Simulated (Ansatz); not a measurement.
# BFH2S: two geometries relaxed, part 2 of 2

Aim: relax the geometries before and after the shift of H5 from S3 to B2, and see whether they are two minima and how far apart in energy. SMILES of the start: FBS.

Ansatz 0.2.0; RKS PBE-D4/def2-SVPD.

**3. Relaxing end B**

The second end starts from a geometry with the move made by hand.

input.yaml

```yaml
crystal:
  periodic: [false, false, false]
  atoms:
    - { symbol: F, position_ang: [-1.3056, -0.3844, -1.0407] }
    - { symbol: B, position_ang: [-0.3737, -0.4569, -0.0025] }
    - { symbol: S, position_ang: [1.3249, 0.2496, -0.264] }
    - { symbol: H, position_ang: [-0.5769, -0.9738, 1.0119] }
    - { symbol: H, position_ang: [-1.23945, 0.30848, 0.18071] }
basis:
  gaussian: { orbitals: def2-SVPD }
hamiltonian:
  xc: pbe
  dispersion: d4
relax:
  f_tol: 0.02
  max_steps: 50
```

Command:

```sh
ansatz run input.yaml --threads 2 --pin off --max-ram 3072MiB --backend cpu --events-out ev --progress --plain --runs-dir out
```

Output:

```text
Warning: RAYON_NUM_THREADS=2 ignored (pool sized by the plan → 2); use --threads N
The last accepted step is kept in <dir> (removed where the run ends without a failure and the disk answers)
Engine: ansatz 0.2.0, aarch64-unknown-linux-gnu
Functional definition: PBE
  parameter kappa = 0.804
  parameter beta = 0.06672455060314922
  exchange = pbe_x(kappa = kappa, mu = beta*pi^2/3)
  correlation = pbe_c(beta = beta)
742 factors; their error is unknown
mean field evaluation 1: about -14240.4546 eV, gradient 3.8e1 eV
mean field evaluation 2: about -14216.0002 eV, gradient 1.0e2 eV
mean field evaluation 4: about -14243.7809 eV, gradient 1.5e1 eV
mean field evaluation 8: about -14244.5949 eV, gradient 3.1e-1 eV
mean field evaluation 16: about -14244.5770 eV, gradient 1.5e-3 eV
mean field -14244.57695154 eV, -523.4785476479 hartree, gradient 2.3e-5 eV, S^2 0.000000; 1 other end points of the search recorded, 0 dependent functions left out
the calculation of the forces begins
reference -14244.57699668 eV, -523.4785493070 hartree; 16, 16 occupied and 70, 70 virtual orbitals, 742 factors
relax step   1: F+E_penalty+E_count = -14244.64311228 eV  Δ(F+E_penalty+E_count) = +0.000e0 eV  max|allowed force component| = 5.988e0 eV/Å  Δτ_max = 0.0000 Å  (44 SCF iters, accepted)
these checks for a lower state are left out or cut short: starts, cluster_reference, orbital_swaps, neighbouring_geometries, increment
742 factors; their error is unknown
mean field -14245.18889105 eV, -523.5010360103 hartree, gradient 9.2e-6 eV, S^2 0.000000; 0 other end points of the search recorded, 0 dependent functions left out
the calculation of the forces begins
reference -14245.18893585 eV, -523.5010376565 hartree; 16, 16 occupied and 70, 70 virtual orbitals, 742 factors
relax step   2: F+E_penalty+E_count = -14245.25531584 eV  Δ(F+E_penalty+E_count) = -6.122e-1 eV  max|allowed force component| = 2.491e0 eV/Å  Δτ_max = 0.0955 Å  (33 SCF iters, accepted)
these checks for a lower state are left out or cut short: starts, cluster_reference, orbital_swaps, neighbouring_geometries, increment
742 factors; their error is unknown
mean field evaluation 32: about -14245.3966 eV, gradient 1.1e1 eV
mean field -14245.66902519 eV, -523.5186806145 hartree, gradient 9.2e-6 eV, S^2 0.000000; 0 other end points of the search recorded, 0 dependent functions left out
the calculation of the forces begins
reference -14245.66907015 eV, -523.5186822669 hartree; 16, 16 occupied and 70, 70 virtual orbitals, 742 factors
relax step   3: F+E_penalty+E_count = -14245.73596871 eV  Δ(F+E_penalty+E_count) = -4.807e-1 eV  max|allowed force component| = 1.805e0 eV/Å  Δτ_max = 0.1956 Å  (37 SCF iters, accepted)
these checks for a lower state are left out or cut short: starts, cluster_reference, orbital_swaps, neighbouring_geometries, increment
742 factors; their error is unknown
mean field -14246.00702747 eV, -523.5311019691 hartree, gradient 2.3e-5 eV, S^2 0.000000; 0 other end points of the search recorded, 0 dependent functions left out
the calculation of the forces begins
reference -14246.00707251 eV, -523.5311036245 hartree; 16, 16 occupied and 70, 70 virtual orbitals, 742 factors
relax step   4: F+E_penalty+E_count = -14246.07426367 eV  Δ(F+E_penalty+E_count) = -3.383e-1 eV  max|allowed force component| = 2.170e0 eV/Å  Δτ_max = 0.1901 Å  (36 SCF iters, accepted)
these checks for a lower state are left out or cut short: starts, cluster_reference, orbital_swaps, neighbouring_geometries, increment
742 factors; their error is unknown
mean field -14246.36696644 eV, -523.5443294824 hartree, gradient 7.8e-6 eV, S^2 0.000000; 0 other end points of the search recorded, 0 dependent functions left out
the calculation of the forces begins
reference -14246.36701130 eV, -523.5443311309 hartree; 16, 16 occupied and 70, 70 virtual orbitals, 742 factors
relax step   5: F+E_penalty+E_count = -14246.43463019 eV  Δ(F+E_penalty+E_count) = -3.604e-1 eV  max|allowed force component| = 1.244e0 eV/Å  Δτ_max = 0.1950 Å  (37 SCF iters, accepted)
these checks for a lower state are left out or cut short: starts, cluster_reference, orbital_swaps, neighbouring_geometries, increment
742 factors; their error is unknown
mean field -14246.76519922 eV, -523.5589642672 hartree, gradient 1.1e-5 eV, S^2 0.000000; 0 other end points of the search recorded, 0 dependent functions left out
the calculation of the forces begins
reference -14246.76524413 eV, -523.5589659176 hartree; 16, 16 occupied and 70, 70 virtual orbitals, 742 factors
relax step   6: F+E_penalty+E_count = -14246.83297005 eV  Δ(F+E_penalty+E_count) = -3.983e-1 eV  max|allowed force component| = 1.406e0 eV/Å  Δτ_max = 0.1950 Å  (36 SCF iters, accepted)
these checks for a lower state are left out or cut short: starts, cluster_reference, orbital_swaps, neighbouring_geometries, increment
742 factors; their error is unknown
mean field evaluation 64: about -14246.8970 eV, gradient 1.1e1 eV
mean field -14247.27244230 eV, -523.5776051064 hartree, gradient 6.8e-6 eV, S^2 0.000000; 0 other end points of the search recorded, 0 dependent functions left out
the calculation of the forces begins
reference -14247.27248755 eV, -523.5776067693 hartree; 16, 16 occupied and 70, 70 virtual orbitals, 742 factors
relax step   7: F+E_penalty+E_count = -14247.34018355 eV  Δ(F+E_penalty+E_count) = -5.072e-1 eV  max|allowed force component| = 1.777e0 eV/Å  Δτ_max = 0.1949 Å  (34 SCF iters, accepted)
these checks for a lower state are left out or cut short: starts, cluster_reference, orbital_swaps, neighbouring_geometries, increment
742 factors; their error is unknown
mean field -14247.83515566 eV, -523.5982844409 hartree, gradient 1.2e-5 eV, S^2 0.000000; 0 other end points of the search recorded, 0 dependent functions left out
the calculation of the forces begins
reference -14247.83520172 eV, -523.5982861337 hartree; 16, 16 occupied and 70, 70 virtual orbitals, 742 factors
relax step   8: F+E_penalty+E_count = -14247.90246682 eV  Δ(F+E_penalty+E_count) = -5.623e-1 eV  max|allowed force component| = 1.492e0 eV/Å  Δτ_max = 0.1968 Å  (33 SCF iters, accepted)
these checks for a lower state are left out or cut short: starts, cluster_reference, orbital_swaps, neighbouring_geometries, increment
742 factors; their error is unknown
mean field -14248.10594328 eV, -523.6082357023 hartree, gradient 1.3e-5 eV, S^2 0.000000; 0 other end points of the search recorded, 0 dependent functions left out
the calculation of the forces begins
reference -14248.10598955 eV, -523.6082374028 hartree; 16, 16 occupied and 70, 70 virtual orbitals, 742 factors
relax step   9: F+E_penalty+E_count = -14248.17345773 eV  Δ(F+E_penalty+E_count) = -2.710e-1 eV  max|allowed force component| = 3.034e0 eV/Å  Δτ_max = 0.1949 Å  (33 SCF iters, accepted)
these checks for a lower state are left out or cut short: starts, cluster_reference, orbital_swaps, neighbouring_geometries, increment
742 factors; their error is unknown
mean field -14248.55757442 eV, -523.6248328408 hartree, gradient 1.6e-5 eV, S^2 0.000000; 0 other end points of the search recorded, 0 dependent functions left out
the calculation of the forces begins
reference -14248.55762134 eV, -523.6248345650 hartree; 16, 16 occupied and 70, 70 virtual orbitals, 742 factors
relax step  10: F+E_penalty+E_count = -14248.62519043 eV  Δ(F+E_penalty+E_count) = -4.517e-1 eV  max|allowed force component| = 1.034e0 eV/Å  Δτ_max = 0.1944 Å  (33 SCF iters, accepted)
these checks for a lower state are left out or cut short: starts, cluster_reference, orbital_swaps, neighbouring_geometries, increment
742 factors; their error is unknown
mean field evaluation 96: about -14248.6988 eV, gradient 8.9e0 eV
mean field -14248.82791591 eV, -523.6347677071 hartree, gradient 1.7e-5 eV, S^2 0.000000; 0 other end points of the search recorded, 0 dependent functions left out
the calculation of the forces begins
reference -14248.82796329 eV, -523.6347694483 hartree; 16, 16 occupied and 70, 70 virtual orbitals, 742 factors
relax step  11: F+E_penalty+E_count = -14248.89520933 eV  Δ(F+E_penalty+E_count) = -2.700e-1 eV  max|allowed force component| = 1.158e0 eV/Å  Δτ_max = 0.1933 Å  (28 SCF iters, accepted)
these checks for a lower state are left out or cut short: starts, cluster_reference, orbital_swaps, neighbouring_geometries, increment
742 factors; their error is unknown
mean field -14248.96648085 eV, -523.6398598748 hartree, gradient 9.5e-6 eV, S^2 0.000000; 0 other end points of the search recorded, 0 dependent functions left out
the calculation of the forces begins
reference -14248.96652859 eV, -523.6398616292 hartree; 16, 16 occupied and 70, 70 virtual orbitals, 742 factors
relax step  12: F+E_penalty+E_count = -14249.03325909 eV  Δ(F+E_penalty+E_count) = -1.380e-1 eV  max|allowed force component| = 1.209e0 eV/Å  Δτ_max = 0.1950 Å  (33 SCF iters, accepted)
these checks for a lower state are left out or cut short: starts, cluster_reference, orbital_swaps, neighbouring_geometries, increment
742 factors; their error is unknown
mean field -14249.06046532 eV, -523.6433137404 hartree, gradient 1.1e-5 eV, S^2 0.000000; 0 other end points of the search recorded, 0 dependent functions left out
the calculation of the forces begins
reference -14249.06051298 eV, -523.6433154921 hartree; 16, 16 occupied and 70, 70 virtual orbitals, 742 factors
relax step  13: F+E_penalty+E_count = -14249.12746515 eV  Δ(F+E_penalty+E_count) = -9.421e-2 eV  max|allowed force component| = 1.294e0 eV/Å  Δτ_max = 0.1969 Å  (33 SCF iters, accepted)
these checks for a lower state are left out or cut short: starts, cluster_reference, orbital_swaps, neighbouring_geometries, increment
742 factors; their error is unknown
mean field -14249.07846846 eV, -523.6439753438 hartree, gradient 1.7e-5 eV, S^2 0.000000; 0 other end points of the search recorded, 0 dependent functions left out
the calculation of the forces begins
reference -14249.07851635 eV, -523.6439771037 hartree; 16, 16 occupied and 70, 70 virtual orbitals, 742 factors
relax step  14: F+E_penalty+E_count = -14249.14559099 eV  Δ(F+E_penalty+E_count) = -1.813e-2 eV  max|allowed force component| = 1.352e0 eV/Å  Δτ_max = 0.0465 Å  (28 SCF iters, accepted)
these checks for a lower state are left out or cut short: starts, cluster_reference, orbital_swaps, neighbouring_geometries, increment
742 factors; their error is unknown
mean field evaluation 128: about -14249.1019 eV, gradient 9.0e-4 eV
mean field -14249.08353695 eV, -523.6441616074 hartree, gradient 1.3e-5 eV, S^2 0.000000; 0 other end points of the search recorded, 0 dependent functions left out
the calculation of the forces begins
reference -14249.08358470 eV, -523.6441633619 hartree; 16, 16 occupied and 70, 70 virtual orbitals, 742 factors
relax step  15: F+E_penalty+E_count = -14249.15044343 eV  Δ(F+E_penalty+E_count) = -4.852e-3 eV  max|allowed force component| = 4.460e-1 eV/Å  Δτ_max = 0.1212 Å  (34 SCF iters, accepted)
these checks for a lower state are left out or cut short: starts, cluster_reference, orbital_swaps, neighbouring_geometries, increment
742 factors; their error is unknown
mean field -14249.11008570 eV, -523.6451372557 hartree, gradient 2.0e-5 eV, S^2 0.000000; 0 other end points of the search recorded, 0 dependent functions left out
the calculation of the forces begins
reference -14249.11013348 eV, -523.6451390118 hartree; 16, 16 occupied and 70, 70 virtual orbitals, 742 factors
relax step  16: F+E_penalty+E_count = -14249.17701130 eV  Δ(F+E_penalty+E_count) = -2.657e-2 eV  max|allowed force component| = 1.897e-2 eV/Å  Δτ_max = 0.0987 Å  (28 SCF iters, accepted)
742 factors; their error is unknown
mean field -14249.11008570 eV, -523.6451372557 hartree, gradient 2.0e-5 eV, S^2 0.000000; 1 other end points of the search recorded, 0 dependent functions left out
the calculation of the forces begins
reference -14249.11013348 eV, -523.6451390118 hartree; 16, 16 occupied and 70, 70 virtual orbitals, 742 factors
Total energy: -14249.17705908 eV, -523.6475984821 hartree
Atom 0 at    -0.974868    -1.203347    -1.458494 Å, force    -0.000940     0.003064    -0.006419 eV/Å
Atom 1 at    -0.737368    -0.630678    -0.269473 Å, force    -0.011372    -0.003783     0.012450 eV/Å
Atom 2 at     0.508549     0.678090    -0.215360 Å, force     0.003232    -0.005013     0.018966 eV/Å
Atom 3 at    -1.352967    -0.999432     0.705393 Å, force     0.014463     0.004750    -0.006222 eV/Å
Atom 4 at     0.385904     0.898347     1.123344 Å, force    -0.005384     0.000982    -0.018775 eV/Å
Dipole moment:     0.026029     0.109485     0.308335 e Å
```

Run time: 17 s. Hardware: 2 threads of Arm Neoverse V1, shared host; peak memory 0.13 GiB.

The steps of the relaxation:

```
step  energy from step 1 (eV)  largest force component (eV/Å)
   1                   0.0000                          5.9878
   2                  -0.6122                          2.4910
   3                  -1.0929                          1.8045
   4                  -1.4312                          2.1700
   5                  -1.7915                          1.2437
   6                  -2.1899                          1.4062
   7                  -2.6971                          1.7770
   8                  -3.2594                          1.4917
   9                  -3.5303                          3.0337
  10                  -3.9821                          1.0343
  11                  -4.2521                          1.1580
  12                  -4.3901                          1.2090
  13                  -4.4844                          1.2940
  14                  -4.5025                          1.3522
  15                  -4.5073                          0.4460
  16                  -4.5339                          0.0190
```

Step 1 is the start.

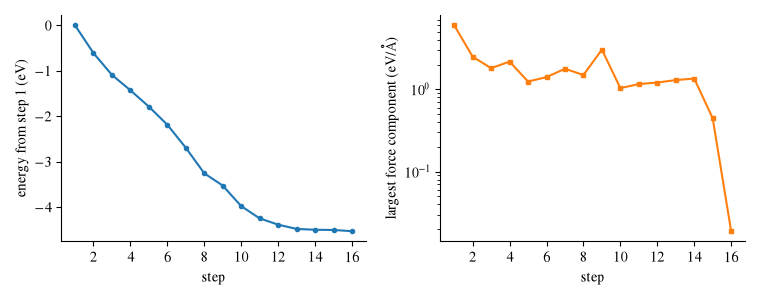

How energy and force went from step to step.

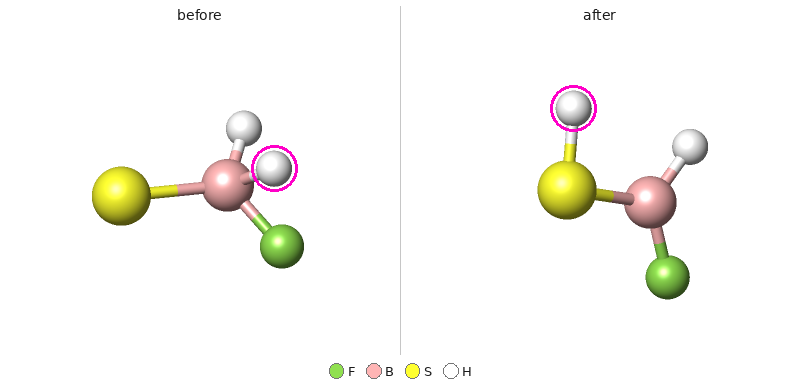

The structure before (left) and after (right), drawn at the same scale.

After: Bond lengths: F1–B2 1.341 Å, B2–S3 1.808 Å, B2–H4 1.210 Å, S3–H5 1.362 Å. Angles: F1–B2–S3 117.2°, F1–B2–H4 119.6°, S3–B2–H4 123.2°, B2–S3–H5 94.8°.

Pairs that crossed the distance rule for bonds on the way: came closer S3–H5; moved apart B2–H5.

**4. Outcome**

What follows sums up all 2 parts.

```
                           quantity                     value
                              end A  11 moves, 0.747 eV lower
                              end B  15 moves, 4.534 eV lower
largest difference between the ends                    0.01 Å
            end B relative to end A                 +0.000 eV
```

In words: The two relaxations end at one structure, within 0.01 Å: no second minimum was found from this start, which doesn't rule one out.
